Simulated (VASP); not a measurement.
# A VASP study of LaPb (optB88-vdW): structure first, properties next

What structure does LaPb take at this level, and what are its properties? The steps: first try, full relaxation (optB88-vdW), single point with fields (optB88-vdW), band structure (optB88-vdW), density of states (optB88-vdW), vibrations at Γ (optB88-vdW) and density of states (optB88-vdW), changed input. The cell is invented: it takes the structure of a Materials Project entry for CaLa (space group 187 there), with some of its atoms replaced by other elements, volume scaled by an estimate. It may not be a known or stable phase.

Program: VASP 6.6.1. Level of theory: optB88-vdW; plane waves and PAW (Pb_d, La); invented cell. Results are calculated unless marked as measured.

### Step 1. The structure

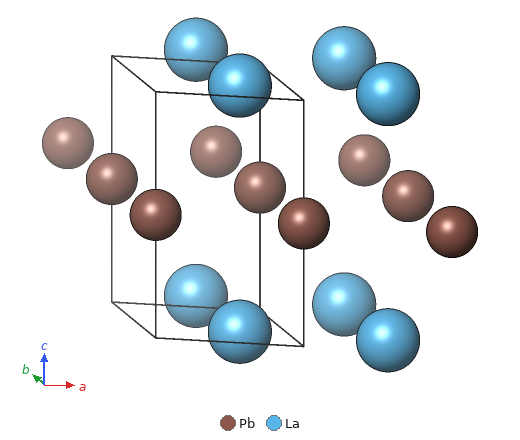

The cell as given, slightly off an axis (lead brown, lanthanum blue). 2×2×1 cells are drawn. Some periodic images of atoms are drawn too.

As a file:

```cif
data_structure
_symmetry_space_group_name_H-M 'P-6m2'
_symmetry_Int_Tables_number 187
_cell_length_a 3.5917
_cell_length_b 3.5917
_cell_length_c 5.9910
_cell_angle_alpha 90.000
_cell_angle_beta 90.000
_cell_angle_gamma 120.000
_cell_volume 66.93
loop_
_atom_site_label
_atom_site_type_symbol
_atom_site_symmetry_multiplicity
_atom_site_Wyckoff_symbol
_atom_site_fract_x
_atom_site_fract_y
_atom_site_fract_z
_atom_site_occupancy
Pb1 Pb 1 b 0.00000 0.00000 0.50000 1
La1 La 1 e 0.66667 0.33333 0.00000 1
```

### Step 2. First try

This run is made with a changed input; what comes of it follows.

INCAR reads:

```
SYSTEM = LaPb
PREC = Accurate
ENCUT = 400
EDIFF = 1E-06
NELM = 95
ISMEAR = 1
SIGMA = 0.2
LREAL = .FALSE.
ALGO = Normal
GGA = BO
AGGAC = 0
LUSE_VDW = .TRUE.
PARAM1 = 0.1833333333
PARAM2 = 0.22
LASPH = .TRUE.
LORBIT = 11
LWAVE = .FALSE.
LCHARG = .FALSE.
IBRION = 2
NSW = 30
ISIF = 3
EDIFFG = -0.01
IMIX = 1
AMIX = 2
BMIX = 1E-04
```

POSCAR reads:

```
LaPb
1.0
    3.5917480000      0.0000000000      0.0000000000
   -1.7958740000      3.1105450000      0.0000000000
    0.0000000000      0.0000000000      5.9910320000
Pb La
1 1
Direct
    0.0000000000      0.0000000000      0.5000000000
    0.6666666700      0.3333333300      0.0000000000
```

KPOINTS reads:

```
Automatic mesh
0
Gamma
6 6 3
0 0 0
```

Potentials, in the order of the species: Pb_d and La (PBE family, release 64).

Started as:

```bash
$ mpirun -np 1 vasp_std
```

Log:

```text
[banner, memory and clock lines left out]
running    1 mpi-ranks, on    1 nodes
[...]
|                                                                             |
|               ----> ADVICE to this user running VASP <----                  |
|                                                                             |
|     You have switched on vdW-DFT.                                           |
|     This routine was written and supplied by Jiri Klimes. We recommend      |
|     that you carefully read and cite the following publications:            |
|       J. Klimes, D.R. Bowler, A. Michelides                                 |
|          J. Phys.: Cond Matt. 22 022201 (2010)                              |
|       J. Klimes, D.R. Bowler, A. Michelides                                 |
|          Phys. Rev. B. 83, 195131 (2011)                                    |
|     and references therein.                                                 |
|                                                                             |

|                                                                             |
|               ----> ADVICE to this user running VASP <----                  |
|                                                                             |
|     You enforced a specific xc type in the INCAR file but a different       |
|     [... a line on the potential file left out ...]
|     I HOPE YOU KNOW WHAT YOU ARE DOING!                                     |
|                                                                             |

 LDA part: xc-table for (Slater+PW92), standard interpolation
 POSCAR, INCAR and KPOINTS ok, starting setup
[...]
entering main loop
       N       E                     dE             d eps       ncg     rms          rms(c)
DAV:   1     0.259281336074E+03    0.25928E+03   -0.91052E+03   448   0.182E+03
DAV:   2     0.361179572964E+02   -0.22316E+03   -0.22164E+03   496   0.371E+02
DAV:   3    -0.119898345323E+01   -0.37317E+02   -0.36724E+02   688   0.200E+02
DAV:   4    -0.377643344922E+01   -0.25774E+01   -0.25497E+01   856   0.426E+01
[...]
DAV:   9    -0.503153115585E+05   -0.28748E+05   -0.28625E+05   832   0.290E+03    0.650E+02
DAV:  10    -0.998965998711E+05   -0.49581E+05   -0.48549E+05   888   0.382E+03    0.920E+02
DAV:  11    -0.158776092173E+06   -0.58879E+05   -0.58605E+05   896   0.362E+03    0.120E+03
|                                                                             |
|     EEEEEEE  RRRRRR   RRRRRR   OOOOOOO  RRRRRR      ###     ###     ###     |
|     E        R     R  R     R  O     O  R     R     ###     ###     ###     |
|     E        R     R  R     R  O     O  R     R     ###     ###     ###     |
|     EEEEE    RRRRRR   RRRRRR   O     O  RRRRRR       #       #       #      |
|     E        R   R    R   R    O     O  R   R                               |
|     E        R    R   R    R   O     O  R    R      ###     ###     ###     |
|     EEEEEEE  R     R  R     R  OOOOOOO  R     R     ###     ###     ###     |
|                                                                             |
|     ERROR FEXCP: supplied Exchange-correletion table                        |
|      is too small, maximal index : 4310                                     |
|                                                                             |
|       ---->  I REFUSE TO CONTINUE WITH THIS SICK JOB ... BYE!!! <----       |
|                                                                             |

1
```

The job ended after 21 s (1 MPI rank of Intel Xeon 6975P-C (Granite Rapids), shared host).

The logs omit lines about the potential files and the build; timing stands in the text.

The run ended with an error.

VASP's message: “ERROR FEXCP: supplied Exchange-correletion table is too small, maximal index : 4310”. No number of this run is used.

The fault in the input: mixing far too strong (IMIX = 1, AMIX = 2.0 and BMIX = 0.0001). Lower AMIX to 0.4 or under and return to the default mixer.

### Step 3. Full relaxation (optB88-vdW)

Properties are meant for the cell that this level of theory prefers, so cell and atoms are relaxed first (ISIF = 3) until forces and stress are small; EDIFFG sets the threshold.

Changes to INCAR since step 2:

```diff
@@ -4,3 +4,3 @@
 EDIFF = 1E-06
-NELM = 95
+NELM = 100
 ISMEAR = 1
@@ -19,7 +19,4 @@
 IBRION = 2
-NSW = 30
+NSW = 60
 ISIF = 3
 EDIFFG = -0.01
-IMIX = 1
-AMIX = 2
-BMIX = 1E-04
```

POSCAR is that of step 2.

KPOINTS is that of step 2.

Started as:

```bash
$ mpirun -np 1 vasp_std
```

Log:

```text
[banner, memory and clock lines left out]
running    1 mpi-ranks, on    1 nodes
 distrk:  each k-point on    1 cores,    1 groups
 distr:  one band on    1 cores,    1 groups

 POSCAR found type information on POSCAR PbLa
 POSCAR found :  2 types and       2 ions
 [... a notice as in an earlier step ...]

 [... a notice as in an earlier step ...]

 LDA part: xc-table for (Slater+PW92), standard interpolation
 POSCAR, INCAR and KPOINTS ok, starting setup
 FFT: planning ... GRIDC
 FFT: planning ... GRID_SOFT
 FFT: planning ... GRID
 WAVECAR not read
 entering main loop
       N       E                     dE             d eps       ncg     rms          rms(c)
[... 5 cycles as in an earlier step ...]
DAV:   6    -0.360705422097E+01    0.37549E+00   -0.40604E+00   856   0.141E+01    0.179E+00
DAV:   7    -0.360422392210E+01    0.28303E-02   -0.16887E-01   704   0.451E+00    0.116E+00
DAV:   8    -0.361168883694E+01   -0.74649E-02   -0.87158E-02   752   0.312E+00    0.229E-01
DAV:   9    -0.361112420845E+01    0.56463E-03   -0.95980E-03   800   0.151E+00    0.157E-01
DAV:  10    -0.361146825242E+01   -0.34404E-03   -0.17547E-03   832   0.505E-01    0.598E-02
DAV:  11    -0.361133004097E+01    0.13821E-03   -0.45771E-04   656   0.188E-01    0.227E-02
DAV:  12    -0.361132637768E+01    0.36633E-05   -0.56562E-05   872   0.805E-02    0.171E-02
DAV:  13    -0.361132407963E+01    0.22981E-05   -0.15268E-05   728   0.427E-02    0.341E-03
DAV:  14    -0.361132434081E+01   -0.26118E-06   -0.23760E-06   544   0.187E-02
   1 F= -.36113243E+01 E0= -.36083386E+01  d E =-.361132E+01
 curvature:   0.00 expect dE= 0.000E+00 dE for cont linesearch  0.000E+00
 trial: gam= 0.00000 g(F)=  0.766E-47 g(S)=  0.793E-01 ort = 0.000E+00 (trialstep = 0.100E+01)
 search vector abs. value=  0.793E-01
 bond charge predicted
       N       E                     dE             d eps       ncg     rms          rms(c)
DAV:   1    -0.454952795089E+01   -0.93820E+00   -0.32875E+01   776   0.106E+02    0.480E+00
DAV:   2    -0.380202213775E+01    0.74751E+00   -0.22875E+00   752   0.253E+01    0.193E+00
DAV:   3    -0.365700500171E+01    0.14502E+00   -0.58852E-01   752   0.136E+01    0.435E-01
DAV:   4    -0.365513058871E+01    0.18744E-02   -0.57571E-02   856   0.290E+00    0.169E-01
DAV:   5    -0.365506085050E+01    0.69738E-04   -0.65905E-03   816   0.780E-01    0.994E-02
DAV:   6    -0.365519107597E+01   -0.13023E-03   -0.92105E-04   792   0.360E-01    0.472E-02
DAV:   7    -0.365522183297E+01   -0.30757E-04   -0.23301E-04   848   0.219E-01    0.109E-02
DAV:   8    -0.365522121181E+01    0.62116E-06   -0.17551E-05   712   0.407E-02    0.392E-03
DAV:   9    -0.365522054336E+01    0.66845E-06   -0.20760E-06   552   0.313E-02
   2 F= -.36552205E+01 E0= -.36512469E+01  d E =-.438962E-01
[... from here on, the cycles between the ionic steps are left out ...]
   3 F= -.36557246E+01 E0= -.36515480E+01  d E =-.444002E-01
   4 F= -.36772861E+01 E0= -.36737216E+01  d E =-.215615E-01
   5 F= -.36892979E+01 E0= -.36886600E+01  d E =-.335734E-01
   6 F= -.37042547E+01 E0= -.37042178E+01  d E =-.485301E-01
   7 F= -.37126213E+01 E0= -.37121688E+01  d E =-.568967E-01
   8 F= -.37173103E+01 E0= -.37184414E+01  d E =-.615857E-01
   9 F= -.37174664E+01 E0= -.37169640E+01  d E =-.617418E-01
  10 F= -.37190516E+01 E0= -.37193447E+01  d E =-.633270E-01
  11 F= -.37189718E+01 E0= -.37194555E+01  d E =-.632472E-01
  12 F= -.37187007E+01 E0= -.37185699E+01  d E =0.271094E-03
  13 F= -.37191665E+01 E0= -.37194035E+01  d E =-.194732E-03
 curvature:  -0.52 expect dE=-0.109E-04 dE for cont linesearch -0.242E-07
 ZBRENT: interpolating
 opt :   0.7810  next Energy=    -3.719167 (dE=-0.195E-03)
 bond charge predicted
       N       E                     dE             d eps       ncg     rms          rms(c)
DAV:   1    -0.371916754568E+01   -0.85746E-06   -0.51179E-05   704   0.140E-01    0.588E-03
DAV:   2    -0.371916658285E+01    0.96283E-06   -0.47012E-06   568   0.427E-02
  14 F= -.37191666E+01 E0= -.37193993E+01  d E =-.194774E-03
 curvature:  -0.52 expect dE=-0.632E-05 dE for cont linesearch -0.329E-05
 trial: gam=-0.03563 g(F)=  0.102E-44 g(S)=  0.121E-04 ort = 0.657E-04 (trialstep = 0.172E+01)
 search vector abs. value=  0.827E-05
 reached required accuracy - stopping structural energy minimisation
```

Wall time 5.1 min (1 MPI rank); peak memory 0.34 GiB.

From OUTCAR (step 3):

```text
ion  position               nearest neighbor table
   1  0.000  0.000  0.500-   2 3.64   2 3.64   2 3.64   2 3.64   2 3.64   2 3.64
   2  0.667  0.333  0.000-   1 3.64   1 3.64   1 3.64   1 3.64   1 3.64   1 3.64

  LATTYP: Found a hexagonal cell.
 ALAT       =     3.5917480000
 C/A-ratio  =     1.6679989799

 Subroutine GETGRP returns: Found 12 space group operations
 (whereof 12 operations were pure point group operations)

The static configuration has the point symmetry D_3h.

 Found     14 irreducible k-points:

   k-points           NKPTS =     14   k-points in BZ     NKDIM =     14   number of bands    NBANDS=     16

   dimension x,y,z NGX =    24 NGY =   24 NGZ =   40
   dimension x,y,z NGXF=    48 NGYF=   48 NGZF=   80

   ENCUT  =  400.0 eV  29.40 Ry    5.42 a.u.   5.86  5.86  9.77*2*pi/ulx,y,z

   NELECT =      25.0000    total number of electrons

 k-points in reciprocal lattice and weights: Automatic mesh
   0.00000000  0.00000000  0.00000000       0.009
   0.16666667 -0.00000000  0.00000000       0.056
   0.33333333 -0.00000000  0.00000000       0.056
   0.50000000 -0.00000000  0.00000000       0.028
   0.16666667  0.16666667  0.00000000       0.056
   0.33333333  0.16666667  0.00000000       0.111
   0.33333333  0.33333333  0.00000000       0.019
   0.00000000  0.00000000  0.33333333       0.019
   0.16666667 -0.00000000  0.33333333       0.111
[...]
0.33333333  0.16666667  0.33333333       0.222
   0.33333333  0.33333333  0.33333333       0.037

 average (electrostatic) potential at core
       1 -89.6212       2 -96.7575

 E-fermi :   7.5909

 k-point     1 :       0.0000    0.0000    0.0000
  band No.  band energies     occupation
    ...
      8      -8.8171      2.00000
      9      -8.8171      2.00000
     10      -2.0821      2.00000
     11       6.2648      2.00000
     12       7.0974      2.00268
     13       8.3766     -0.00000
     14       8.3766     -0.00000
     15       8.6609     -0.00000
     16       9.0747     -0.00000

 k-point     2 :       0.1667   -0.0000    0.0000
  band No.  band energies     occupation
    ...
      9      -8.8580      2.00000
     10      -1.7297      2.00000
     11       6.6759      2.00000
     12       6.7792      2.00000
     13       7.3194      2.06643
     14       8.5722     -0.00000
     15       8.8735     -0.00000
     16       9.0167     -0.00000

 k-point     3 :       0.3333   -0.0000    0.0000
  band No.  band energies     occupation
    ...
      9      -8.7379      2.00000
     10      -0.8671      2.00000
     11       5.4847      2.00000
     12       6.0469      2.00000
     13       7.2442      2.03426
     14       8.6956     -0.00000
     15       8.7563     -0.00000
     16       8.8816     -0.00000

Total vdW correction in eV:      3.8137340

  Total        0.0106353      0.0106353     -0.0165745      0.0000000      0.0000000     -0.0000000
  in kB        0.2541602      0.2541602     -0.3960949      0.0000000      0.0000000     -0.0000000
  external PRESSURE =       0.0374085 kB  Pullay stress =       0.0000000 kB

  energy-cutoff  :      400.00
  volume of cell :       67.04
      direct lattice vectors                 reciprocal lattice vectors
     3.884222498  0.000000000 -0.000000000     0.257451781  0.148639856  0.000000000
    -1.942111249  3.363835342 -0.000000000    -0.000000000  0.297279711  0.000000000
     0.000000000 -0.000000000  5.131128097     0.000000000  0.000000000  0.194888917

 POSITION                                       TOTAL-FORCE (eV/Angst)
 -----------------------------------------------------------------------------------
      0.00000     -0.00000      2.56556        -0.000000     -0.000000      0.000000
      1.94211      1.12128     -0.00000         0.000000      0.000000     -0.000000
 -----------------------------------------------------------------------------------
    total drift:                               -0.000025      0.000015      0.000000

  FREE ENERGIE OF THE ION-ELECTRON SYSTEM (eV)
  ---------------------------------------------------
  free  energy   TOTEN  =        -3.7191665829 eV

  energy  without entropy=       -3.7198648717  energy(sigma->0) =       -3.71939935

Total vdW correction in eV:      3.8137695

 reached required accuracy - stopping structural energy minimisation

 total charge
# of ion       s       p       d       f       tot
--------------------------------------------------
    1        1.308   0.973   9.788   0.000  12.069
    2        2.014   5.610   0.798   0.104   8.527
--------------------------------------------------
tot          3.322   6.583  10.586   0.104  20.596

[... 3 further parts left out ...]
```

This run has no spin polarisation. Its electron count is odd, so without a moment it is a metal by construction. The k-mesh is coarse for a metal. The PAW data sets were made with PBE, which is usual practice but a small mismatch for other functionals. The run keeps the 12 symmetry operations of its start, so it cannot find a distortion of lower symmetry.

Step by step:

| step | energy less that of the first step (eV) | largest force (eV/Å) | pressure (GPa) | volume (Å³) |
| --- | --- | --- | --- | --- |
| 1 | 0.0000 | 0.0000 | -1.76 | 66.93 |
| 2 | -0.0439 | 0.0000 | 0.71 | 63.41 |
| 3 | -0.0444 | 0.0000 | 1.07 | 62.99 |
| 4 | -0.0660 | 0.0000 | 0.59 | 63.86 |
| 5 | -0.0780 | 0.0000 | 0.23 | 64.56 |
| 6 | -0.0929 | 0.0000 | -0.04 | 65.88 |
| 7 | -0.1013 | 0.0000 | -0.21 | 68.13 |
| 8 | -0.1060 | 0.0000 | -0.12 | 66.97 |
| 9 | -0.1061 | 0.0000 | -0.21 | 67.75 |
| 10 | -0.1077 | 0.0000 | -0.19 | 67.34 |
| 11 | -0.1076 | 0.0000 | -0.17 | 67.27 |
| 12 | -0.1074 | 0.0000 | 0.32 | 66.71 |
| 13 | -0.1078 | 0.0000 | 0.03 | 67.05 |
| 14 | -0.1078 | 0.0000 | 0.00 | 67.04 |

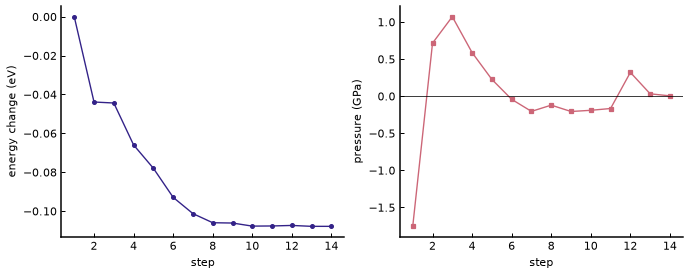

Energy and pressure along the relaxation.

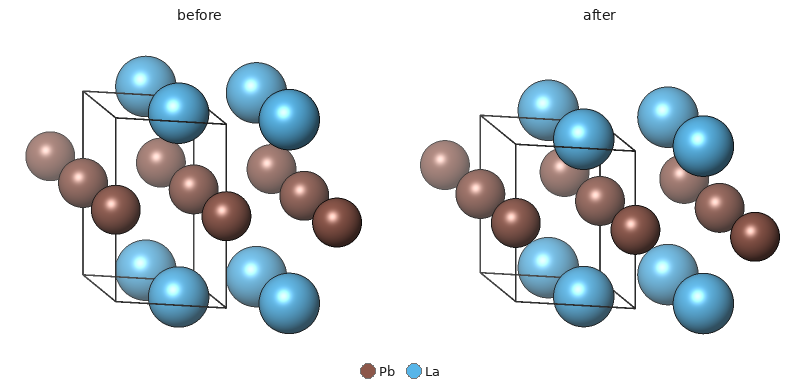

Before and after, at one scale.

| cell as run | before | after | change |
| --- | --- | --- | --- |
| a (Å) | 3.592 | 3.884 | +8.1 % |
| b (Å) | 3.592 | 3.884 | +8.1 % |
| c (Å) | 5.991 | 5.131 | -14.4 % |
| volume (Å³/atom) | 33.47 | 33.52 | +0.2 % |

The relaxed structure:

```xyz
2
Lattice="3.8842 0.0000 0.0000 -1.9421 3.3638 0.0000 0.0000 0.0000 5.1311" Properties=species:S:1:pos:R:3 pbc="T T T"
Pb    0.0000    0.0000    2.5656
La    1.9421    1.1213    0.0000
```

Numbers from this step:

- electrons: 25
- bands: 16
- irreducible k-points: 14
- symmetry operations: 12
- free energy (TOTEN): -3.719 eV
- energy at zero smearing: -3.719 eV
- Fermi energy: 7.591 eV
- pressure: 0.003741 GPa
- metallic: yes
- SCF cycles over all ionic steps: 109

It ends with forces that vanish by symmetry and a pressure of 0.00 GPa.

(Continued in part 2 of 3.)

[Lines on the potential files, build, host, timing and source positions are cut from VASP's logs without a mark.]

[Logs are printed without paths, hosts, clocks, repeated set-up lines and the standing remarks that a program may print on its own settings, such as how far it seeks lower states.]

[Hosts, paths, dates, database ids (printed as entryN), source tags and the programs' standing remarks are cut or masked in the printed files.]

[A measured line is paired with the nearest computed mode of its activity, which favours agreement.]

[In band tables of VASP the shares of atoms and orbitals are scaled to a sum of 1 inside the atoms' spheres.]
